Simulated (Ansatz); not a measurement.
The relaxed structure here is a generated cell of CsPbBr3: the first start was made by placing the elements on the sites of a structure type, and the end was not matched to a known phase here, so it may be hypothetical. Known forms of CsPbBr3 include space group No. 62, 221.

A relaxed structure of CsPbBr$_{3}$. These are PBEsol (plane waves to 420 eV, PAW, scalar-relativistic; Ansatz, an electronic-structure program) values and carry that method's errors.

P4mm (No. 99), tP5; a = b = 4.986 Å, c = 8.759 Å, α = β = γ = 90.00°.

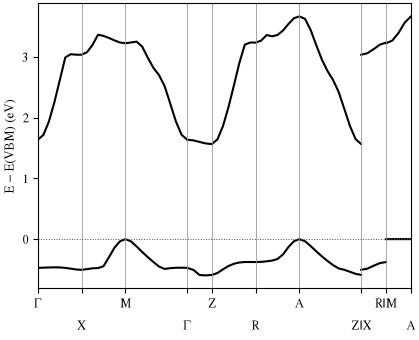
Fig. 1. Highest filled and lowest empty band along the path of this cell's Brillouin zone

Problem. Read off the gap and say whether it is direct.

Solution. 1.56 eV, indirect (valence top at A, conduction bottom at Z) (no spin-orbit coupling).

Problem. How far does the top valence band disperse along this path?

Solution. About 0.6 eV.

No spin polarisation in the result. Spin-orbit coupling is missing; with elements this heavy it can move band edges by tenths of an eV or more.

The run could not lose the symmetry of its start, so the end can be a saddle point.
